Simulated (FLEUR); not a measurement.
# Magnetic state of VOs from several starts

A self-consistent run ends on one state, which hangs on the start. Several orders of VOs are started in FLEUR and their energies compared.

Main program and level: FLEUR MaX-R8.1; LDA (VWN); all-electron FLAPW, Dirac cores, scalar-relativistic bands.

## (1) The starting structure

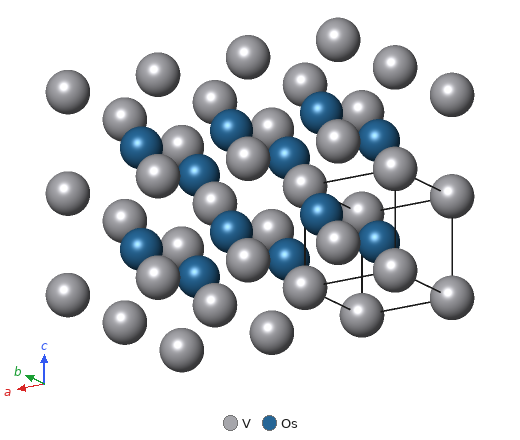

The cell as given, from a free direction (vanadium grey, osmium blue). 3×2×2 cells are drawn. Some periodic images of atoms are drawn too.

The cell comes from a database of computed structures and need not be the stable phase.

## (2) Run 1 (ferro ++)

The parallel start comes first: it shows whether parallel moments hold.

inpgen writes inp.xml from crystal.txt; cutoffs, mixing, functional, smearing and local orbitals are then set in the file. The k list default-1 (kpts.xml, not shown) is a Γ-centred 10×10×10 mesh; where the ranks do not divide the number of points, some are split in two of half the weight.

Input file inp.xml:

```
<?xml version="1.0" encoding="UTF-8" standalone="no"?>
<fleurInput fleurInputVersion="0.39">
   <comment>
      VOs
   </comment>
   <calculationSetup>
      <cutoffs Kmax="3.6" Gmax="10.8" GmaxXC="10.8" numbands="0"/>
      <scfLoop itmax="90" minDistance="0.00002" maxIterBroyd="15" imix="Anderson" alpha="0.05" precondParam="0.5" spinf="2.0" sdNocoIR="T"/>
      <coreElectrons ctail="T" frcor="F" kcrel="0" coretail_lmax="0"/>
      <xcFunctional name="vwn" relativisticCorrections="F"/>
      <magnetism jspins="2"/>
      <soc l_soc="F" theta="0.0" phi="0.0" spav="F"/>
      <expertModes spex="0" secvar="F"/>
      <geometryOptimization l_f="F" forcealpha="1.0" forcemix="BFGS" epsdisp="0.00001" epsforce="0.00001"/>
      <ldaU l_linMix="F" mixParam="0.05" spinf="1.0"/>
   </calculationSetup>
   <cell>
      <bzIntegration valenceElectrons="27.0" mode="hist" fermiSmearingEnergy="0.00293995">
         <kPointListSelection listName="default-1"/>
         <xi:include xmlns:xi="http://www.w3.org/2001/XInclude" href="kpts.xml"> </xi:include>
      </bzIntegration>
      <xi:include xmlns:xi="http://www.w3.org/2001/XInclude" href="sym.xml"> </xi:include>
      <bulkLattice scale="1.0">
         <bravaisMatrix>
            <row-1>    5.7004979198014096     0.0000000000000000     0.0000000000000000</row-1>
            <row-2>    0.0000000000000000     5.7004979198014096     0.0000000000000000</row-2>
            <row-3>    0.0000000000000000     0.0000000000000000     5.7004979198014096</row-3>
         </bravaisMatrix>
      </bulkLattice>
   </cell>
   <atomSpecies>
      <species name="Vanadium (1.501" element="V" atomicNumber="23">
         <mtSphere radius="2.41" gridPoints="797" logIncrement="0.015"/>
         <atomicCutoffs lmax="10" lnonsphr="8"/>
         <electronConfig flipSpins="F">
            <coreConfig>(1s1/2) (2s1/2) (2p1/2) (2p3/2)</coreConfig>
            <valenceConfig>(3s1/2) (3p1/2) (3p3/2) (4s1/2) (3d3/2) (3d5/2)</valenceConfig>
            <stateOccupation state="(3d3/2)" spinUp="0.6" spinDown="0.6"/>
            <stateOccupation state="(3d5/2)" spinUp="1.6505" spinDown="0.1495"/>
         </electronConfig>
         <energyParameters s="4" p="4" d="3" f="4"/>
         <lo type="SCLO" l="0" n="3" eDeriv="0"/>
         <lo type="SCLO" l="1" n="3" eDeriv="0"/>
      </species>
      <species name="Osmium (Os1.000" element="Os" atomicNumber="76">
         <mtSphere radius="2.41" gridPoints="797" logIncrement="0.017"/>
         <atomicCutoffs lmax="10" lnonsphr="8"/>
         <electronConfig flipSpins="F">
            <coreConfig>(1s1/2) (2s1/2) (2p1/2) (2p3/2) (3s1/2) (3p1/2) (3p3/2) (4s1/2) (3d3/2) (3d5/2) (4p1/2) (4p3/2) (5s1/2) (4d3/2) (4d5/2) (4f5/2) (4f7/2)</coreConfig>
            <valenceConfig>(5p1/2) (5p3/2) (6s1/2) (5d3/2) (5d5/2)</valenceConfig>
            <stateOccupation state="(5d3/2)" spinUp="1.2" spinDown="1.2"/>
            <stateOccupation state="(5d5/2)" spinUp="2.3" spinDown="1.3"/>
         </electronConfig>
         <energyParameters s="6" p="6" d="5" f="5"/>
         <lo type="SCLO" l="1" n="5" eDeriv="0"/>
      </species>
   </atomSpecies>
   <atomGroups>
      <atomGroup species="Vanadium (1.501">
         <relPos label="                   1">.0000000000 .0000000000 .0000000000</relPos>
         <force calculate="T" relaxXYZ="TTT"/>
      </atomGroup>
      <atomGroup species="Osmium (Os1.000">
         <relPos label="                   2">1.000/2.000 1.000/2.000 1.000/2.000</relPos>
         <force calculate="T" relaxXYZ="TTT"/>
      </atomGroup>
   </atomGroups>
   <output dos="F" band="F" slice="F">
      <bandDOS minEnergy="-.5*Htr" maxEnergy="0.5*Htr" sigma="0.015" storeEVData="T"/>
      <plotting iplot="0" polar="F">
         <plot TwoD="T" vec1="  1.0  0.0  0.0" vec2="  0.0  1.0  0.0" vec3="  0.0  0.0  1.0" zero="  0.0  0.0  0.0" file="plot"/>
      </plotting>
      <moessbauerParams electricFieldGradient="F" isomerShift="F" coreHyperfine="F" valenceHyperfine="F"/>
   </output>
</fleurInput>
```

Input file crystal.txt:

```
VOs
&input film=F cartesian=F /
3.01657359000  0.00000000000  0.00000000000
0.00000000000  3.01657359000  0.00000000000
0.00000000000  0.00000000000  3.01657359000
1.8897261246
1.0 1.0 1.0

2
23 0.00000000000  0.00000000000  0.00000000000 : 1.501
76 0.50000000000  0.50000000000  0.50000000000 : 1.000

&kpt div1=10 div2=10 div3=10 gamma=T /
```

Run with:

```
> OMP_NUM_THREADS=1 inpgen -f crystal.txt > inpgen.log  # inp.xml is then edited as shown
> OMP_NUM_THREADS=1 mpirun -n 2 fleur_MPI > fleur.log
```

The program printed:

```text
Welcome to FLEUR        (www.flapw.de)
      MaX-Release 8.1          (www.max-centre.eu)

 ========== k-point set info ==========
 Selected k-point list: default-1
 k-point list type: mesh
 10 x 10 x 10
 Number of k points: 56

 ------------Calculation Setup---------------------------
 Number of MPI-tasks      :            2
 Number of PE/node        :            2
 Number of OMP-threads    :            1
 k-points in parallel     :            2
 pe's per k-point         :            1
 No of k-point loops      :           28
 Eigenvalue solver        :       lapack
 Number of basis functions:          167
 Approximate size of matrices (H+S) per k-point:         0.000 GB
 --------------------------------------------------------
 Iteration:     1   Distance:      15.69640468 me/bohr^3
 Iteration:     2   Distance:      14.69263655 me/bohr^3
 Iteration:     3   Distance:       8.05700240 me/bohr^3
 Iteration:     4   Distance:       7.69157777 me/bohr^3
 Iteration:     5   Distance:       5.63060313 me/bohr^3
 Iteration:     6   Distance:       7.99461068 me/bohr^3
 Iteration:     7   Distance:       6.91317622 me/bohr^3
 Iteration:     8   Distance:       3.63004561 me/bohr^3
 Iteration:     9   Distance:       2.38585621 me/bohr^3
 Iteration:    10   Distance:       2.19488781 me/bohr^3
[... 15 iterations left out ...]
 Iteration:    26   Distance:       0.00117809 me/bohr^3
 Iteration:    27   Distance:       0.00068706 me/bohr^3
 Iteration:    28   Distance:       0.00010067 me/bohr^3
 Iteration:    29   Distance:       0.00011802 me/bohr^3
 Iteration:    30   Distance:       0.00011675 me/bohr^3
 Iteration:    31   Distance:       0.00011274 me/bohr^3
 Iteration:    32   Distance:       0.00009573 me/bohr^3
 Iteration:    33   Distance:       0.00007617 me/bohr^3
 Iteration:    34   Distance:       0.00004282 me/bohr^3
 Iteration:    35   Distance:       0.00001929 me/bohr^3

 ********************************************************************
 Run finished successfully
 Stop message:
   all done
 ********************************************************************

--- out.xml (last complete iteration) ---
<iteration numberForCurrentRun="   35" overallNumber="   35">
         [... left out ...]
         <bandgap value="0.0454145130" units="eV"/>
         <sumValenceSingleParticleEnergies value="-10.8216582591" units="Htr"/>
         <FermiEnergy value="0.5264737004" units="Htr"/>
         <valenceDensity>
            <mtCharges spin="1">
               <mtCharge atomType="1" total="5.9408018" s="1.1713062" p="3.1985504" d="1.5343617" f="0.0289201"/>
               <mtCharge atomType="2" total="6.0237997" s="0.2326982" p="3.1547643" d="2.6112950" f="0.0209537"/>
            </mtCharges>
            <mtCharges spin="2">
               <mtCharge atomType="1" total="5.9408052" s="1.1713062" p="3.1985504" d="1.5343651" f="0.0289201"/>
               <mtCharge atomType="2" total="6.0237991" s="0.2326981" p="3.1547644" d="2.6112943" f="0.0209537"/>
            </mtCharges>
            <spinDependentCharge spin="1" total="13.4999985" interstitial="1.5353970" mtSpheres="11.9646016"/>
            <spinDependentCharge spin="2" total="13.5000015" interstitial="1.5353972" mtSpheres="11.9646043"/>
            <totalCharge value="27.0000000000"/>
         </valenceDensity>
         [... left out ...]
         <allElectronCharges>
            <spinDependentCharge spin="1" total="49.4999985" interstitial="1.5375851" mtSpheres="47.9624134"/>
            <spinDependentCharge spin="2" total="49.5000015" interstitial="1.5375853" mtSpheres="47.9624161"/>
            <totalCharge value="98.9999999765"/>
         </allElectronCharges>
         <magneticMomentsInMTSpheres units="muBohr">
            <globalMagMoment atomType="1" vec="0.00000   0.00000   0.00000"/>
            <localMagMoment atomType="1" vec="0.00000   0.00000   0.00000"/>
            <globalMagMoment atomType="2" vec="0.00000   0.00000   0.00000"/>
            <localMagMoment atomType="2" vec="0.00000   0.00000   0.00000"/>
         </magneticMomentsInMTSpheres>
         <moessbauerParams unitsHFF="kG" unitsIS="e/bohr^3" unitsEFG="Htr/bohr^2">
         </moessbauerParams>
         <totalEnergy value="   -18219.6224055953" units="Htr">
            <sumOfEigenvalues value="   -11130.9443070300">
               <coreElectrons value="-11120.1226487709"/>
               <valenceElectrons value="-10.8216582591"/>
            </sumOfEigenvalues>
            <densityCoulombPotentialIntegral value="-31195.2450436966"/>
            <densityEffectivePotentialIntegral value="-31692.5644575599"/>
            <chargeDenXCDenIntegral value="-374.7870612848"/>
            <FockExchangeEnergyValence value="0.0000000000"/>
            <FockExchangeEnergyCore value="0.0000000000"/>
            <atomTypeDependentContributions atomType="1">
               <electronNucleiInteractionDifferentMTs value="1126.5813104885"/>
               <MadelungTerm value="-10.6679600064"/>
            </atomTypeDependentContributions>
            <atomTypeDependentContributions atomType="2">
               <electronNucleiInteractionDifferentMTs value="21624.3713932621"/>
               <MadelungTerm value="-47.2123092352"/>
            </atomTypeDependentContributions>
            <tkbTimesEntropy value="0.0020825883"/>
            <freeEnergy value="-18219.6244881836"/>
            <extrapolationTo0K value="-18219.6234468895"/>
         </totalEnergy>
         <densityConvergence units="me/bohr^3">
            <chargeDensity spin="1" distance="0.0000124337"/>
            <chargeDensity spin="2" distance="0.0000086357"/>
            <overallChargeDensity distance="0.0000092871"/>
            <spinDensity distance="0.0000192897"/>
         </densityConvergence>
      </iteration>
```

It took 33 s on 2 MPI ranks of Arm Neoverse V2, shared host; peak memory 0.11 GiB; 65 s of CPU time.

The spin moment in the muffin-tin sphere vanishes on all atoms.

Read from the output:

| Quantity | Value |
| --- | --- |
| free energy | -495781.2392 eV |
| program's band gap on this mesh (in a metal only a level spacing) | 0.04541 eV |
| final state | non-magnetic |

After 35 cycles the seed has died away: no moment is left.

## (3) Start 2: antiferro q=(0,0,1/2) +-+-

Reversing part of the moments tests the sign of the couplings between them.

The cell is doubled to 4 atoms to hold this order. The mesh is halved along the doubled vector, so that both cells sample the same points. The k list default-1 (kpts.xml, not shown) is a Γ-centred 10×10×5 mesh.

inp.xml, as its differences from that of step 2:

```diff
@@ -17,3 +17,3 @@
    <cell>
-      <bzIntegration valenceElectrons="27.0" mode="hist" fermiSmearingEnergy="0.00293995">
+      <bzIntegration valenceElectrons="54.0" mode="hist" fermiSmearingEnergy="0.00293995">
          <kPointListSelection listName="default-1"/>
@@ -26,3 +26,3 @@
             <row-2>    0.0000000000000000     5.7004979198014096     0.0000000000000000</row-2>
-            <row-3>    0.0000000000000000     0.0000000000000000     5.7004979198014096</row-3>
+            <row-3>    0.0000000000000000     0.0000000000000000    11.4009958396028193</row-3>
          </bravaisMatrix>
@@ -44,2 +44,15 @@
       </species>
+      <species name="Vanadium (-1.501" element="V" atomicNumber="23">
+         <mtSphere radius="2.41" gridPoints="797" logIncrement="0.015"/>
+         <atomicCutoffs lmax="10" lnonsphr="8"/>
+         <electronConfig flipSpins="F">
+            <coreConfig>(1s1/2) (2s1/2) (2p1/2) (2p3/2)</coreConfig>
+            <valenceConfig>(3s1/2) (3p1/2) (3p3/2) (4s1/2) (3d3/2) (3d5/2)</valenceConfig>
+            <stateOccupation state="(3d3/2)" spinUp="0.6" spinDown="0.6"/>
+            <stateOccupation state="(3d5/2)" spinUp="0.1495" spinDown="1.6505"/>
+         </electronConfig>
+         <energyParameters s="4" p="4" d="3" f="4"/>
+         <lo type="SCLO" l="0" n="3" eDeriv="0"/>
+         <lo type="SCLO" l="1" n="3" eDeriv="0"/>
+      </species>
       <species name="Osmium (Os1.000" element="Os" atomicNumber="76">
@@ -56,2 +69,14 @@
       </species>
+      <species name="Osmium (Os-1.000" element="Os" atomicNumber="76">
+         <mtSphere radius="2.41" gridPoints="797" logIncrement="0.017"/>
+         <atomicCutoffs lmax="10" lnonsphr="8"/>
+         <electronConfig flipSpins="F">
+            <coreConfig>(1s1/2) (2s1/2) (2p1/2) (2p3/2) (3s1/2) (3p1/2) (3p3/2) (4s1/2) (3d3/2) (3d5/2) (4p1/2) (4p3/2) (5s1/2) (4d3/2) (4d5/2) (4f5/2) (4f7/2)</coreConfig>
+            <valenceConfig>(5p1/2) (5p3/2) (6s1/2) (5d3/2) (5d5/2)</valenceConfig>
+            <stateOccupation state="(5d3/2)" spinUp="1.2" spinDown="1.2"/>
+            <stateOccupation state="(5d5/2)" spinUp="1.3" spinDown="2.3"/>
+         </electronConfig>
+         <energyParameters s="6" p="6" d="5" f="5"/>
+         <lo type="SCLO" l="1" n="5" eDeriv="0"/>
+      </species>
    </atomSpecies>
@@ -62,4 +87,12 @@
       </atomGroup>
+      <atomGroup species="Vanadium (-1.501">
+         <relPos label="                   2">.0000000000 .0000000000 1.000/2.000</relPos>
+         <force calculate="T" relaxXYZ="TTT"/>
+      </atomGroup>
       <atomGroup species="Osmium (Os1.000">
-         <relPos label="                   2">1.000/2.000 1.000/2.000 1.000/2.000</relPos>
+         <relPos label="                   3">1.000/2.000 1.000/2.000 1.000/4.000</relPos>
+         <force calculate="T" relaxXYZ="TTT"/>
+      </atomGroup>
+      <atomGroup species="Osmium (Os-1.000">
+         <relPos label="                   4">1.000/2.000 1.000/2.000 -1.000/4.000</relPos>
          <force calculate="T" relaxXYZ="TTT"/>
```

Input file crystal.txt:

```
VOs
&input film=F cartesian=F /
3.01657359000  0.00000000000  0.00000000000
0.00000000000  3.01657359000  0.00000000000
0.00000000000  0.00000000000  6.03314718000
1.8897261246
1.0 1.0 1.0

4
23 0.00000000000  0.00000000000  0.00000000000 : 1.501
23 0.00000000000  0.00000000000  0.50000000000 : -1.501
76 0.50000000000  0.50000000000  0.25000000000 : 1.000
76 0.50000000000  0.50000000000  0.75000000000 : -1.000

&kpt div1=10 div2=10 div3=5 gamma=T /
```

The program printed:

```text
[banner, memory and clock lines left out]
Welcome to FLEUR        (www.flapw.de)
      MaX-Release 8.1          (www.max-centre.eu)

 ========== k-point set info ==========
 Selected k-point list: default-1
 k-point list type: mesh
 0 x 0 x 0
 Number of k points: 64

 ------------Calculation Setup---------------------------
 Number of PE/node        :            2
 Number of OMP-threads    :            1
 k-points in parallel     :            2
 pe's per k-point         :            1
 No of k-point loops      :           32
 Eigenvalue solver        :       lapack
 Number of basis functions:          329
 Approximate size of matrices (H+S) per k-point:         0.003 GB
 Iteration:     1   Distance:      15.46353197 me/bohr^3
 Iteration:     2   Distance:      14.00010802 me/bohr^3
 Iteration:     3   Distance:       7.83539617 me/bohr^3
 Iteration:     4   Distance:       6.74079081 me/bohr^3
 Iteration:     5   Distance:       8.13167826 me/bohr^3
 Iteration:     6   Distance:      10.57828522 me/bohr^3
 Iteration:     7   Distance:       4.39543722 me/bohr^3
 Iteration:     8   Distance:       4.68627618 me/bohr^3
 Iteration:     9   Distance:       3.14350949 me/bohr^3
 Iteration:    10   Distance:       1.26688681 me/bohr^3
[... 12 iterations left out ...]
 Iteration:    23   Distance:       0.00069169 me/bohr^3
 Iteration:    24   Distance:       0.00055821 me/bohr^3
 Iteration:    25   Distance:       0.00024214 me/bohr^3
 Iteration:    26   Distance:       0.00013918 me/bohr^3
 Iteration:    27   Distance:       0.00007191 me/bohr^3
 Iteration:    28   Distance:       0.00006314 me/bohr^3
 Iteration:    29   Distance:       0.00004220 me/bohr^3
 Iteration:    30   Distance:       0.00003199 me/bohr^3
 Iteration:    31   Distance:       0.00002066 me/bohr^3
 Iteration:    32   Distance:       0.00000891 me/bohr^3

 ********************************************************************
 Run finished successfully
 Stop message:
   all done
 ********************************************************************

--- out.xml (last complete iteration) ---
<iteration numberForCurrentRun="   32" overallNumber="   32">
         [... left out ...]
         <bandgap value="0.0454165330" units="eV"/>
         <sumValenceSingleParticleEnergies value="-21.6433164768" units="Htr"/>
         <FermiEnergy value="0.5264737058" units="Htr"/>
         <valenceDensity>
            <mtCharges spin="1">
               <mtCharge atomType="1" total="5.9408036" s="1.1713062" p="3.1985504" d="1.5343635" f="0.0289201"/>
               <mtCharge atomType="2" total="5.9408033" s="1.1713062" p="3.1985504" d="1.5343631" f="0.0289201"/>
               <mtCharge atomType="3" total="6.0237995" s="0.2326982" p="3.1547643" d="2.6112947" f="0.0209537"/>
               <mtCharge atomType="4" total="6.0237995" s="0.2326982" p="3.1547643" d="2.6112947" f="0.0209537"/>
            </mtCharges>
            <mtCharges spin="2">
               <mtCharge atomType="1" total="5.9408033" s="1.1713062" p="3.1985504" d="1.5343631" f="0.0289201"/>
               <mtCharge atomType="2" total="5.9408036" s="1.1713062" p="3.1985504" d="1.5343634" f="0.0289201"/>
               <mtCharge atomType="3" total="6.0237994" s="0.2326982" p="3.1547643" d="2.6112946" f="0.0209537"/>
               <mtCharge atomType="4" total="6.0237996" s="0.2326982" p="3.1547643" d="2.6112948" f="0.0209537"/>
            </mtCharges>
            <spinDependentCharge spin="1" total="27.0000000" interstitial="3.0707942" mtSpheres="23.9292058"/>
            <spinDependentCharge spin="2" total="27.0000000" interstitial="3.0707942" mtSpheres="23.9292058"/>
            <totalCharge value="54.0000000000"/>
         </valenceDensity>
         [... left out ...]
         <magneticMomentsInMTSpheres units="muBohr">
            <globalMagMoment atomType="1" vec="0.00000   0.00000   0.00000"/>
            <localMagMoment atomType="1" vec="0.00000   0.00000   0.00000"/>
            <globalMagMoment atomType="2" vec="0.00000   0.00000   0.00000"/>
            <localMagMoment atomType="2" vec="0.00000   0.00000   0.00000"/>
            <globalMagMoment atomType="3" vec="0.00000   0.00000   0.00000"/>
            <localMagMoment atomType="3" vec="0.00000   0.00000   0.00000"/>
            <globalMagMoment atomType="4" vec="0.00000   0.00000   0.00000"/>
            <localMagMoment atomType="4" vec="0.00000   0.00000   0.00000"/>
         </magneticMomentsInMTSpheres>
         [... left out ...]
         <totalEnergy value="   -36439.2448111912" units="Htr">
            <sumOfEigenvalues value="   -22261.8886206218">
               <coreElectrons value="-22240.2453041449"/>
               <valenceElectrons value="-21.6433164768"/>
            </sumOfEigenvalues>
            <densityCoulombPotentialIntegral value="-62390.4900878809"/>
            <densityEffectivePotentialIntegral value="-63385.1289153314"/>
            <chargeDenXCDenIntegral value="-749.5741223621"/>
            <FockExchangeEnergyValence value="0.0000000000"/>
            <FockExchangeEnergyCore value="0.0000000000"/>
         [... left out ...]
            <tkbTimesEntropy value="0.0041651763"/>
            <freeEnergy value="-36439.2489763675"/>
            <extrapolationTo0K value="-36439.2468937793"/>
         </totalEnergy>
         <densityConvergence units="me/bohr^3">
            <chargeDensity spin="1" distance="0.0000053089"/>
            <chargeDensity spin="2" distance="0.0000048264"/>
            <overallChargeDensity distance="0.0000089114"/>
            <spinDensity distance="0.0000048521"/>
         </densityConvergence>
      </iteration>
```

The job ended after 3.3 min (2 MPI ranks; peak memory 0.23 GiB; 6.5 min of CPU time).

The spin moment in the muffin-tin sphere vanishes on all atoms.

Numbers from this step:

| Property | Result |
| --- | --- |
| free energy | -991562.4784 eV |
| program's band gap on this mesh (in a metal only a level spacing) | 0.04542 eV |
| final state | non-magnetic |

It ends in the same state without moments as the first start; the 2.1e-6 meV a seeded atom between them is numerical noise.

[end of part 1 of 2]

[Logs and program files are shortened in this print: banners, set-up blocks, solver, clock and traceback lines can be left out without a mark of their own.]

[Logs are printed without paths, hosts, clocks, repeated set-up lines and the standing remarks that a program may print on its own settings, such as how far it seeks lower states.]

[Hosts, paths, dates, database ids (printed as entryN), source tags and the programs' standing remarks are cut or masked in the printed files.]

[Where a cell is said to come from a database of computed structures, the database is the Materials Project.]
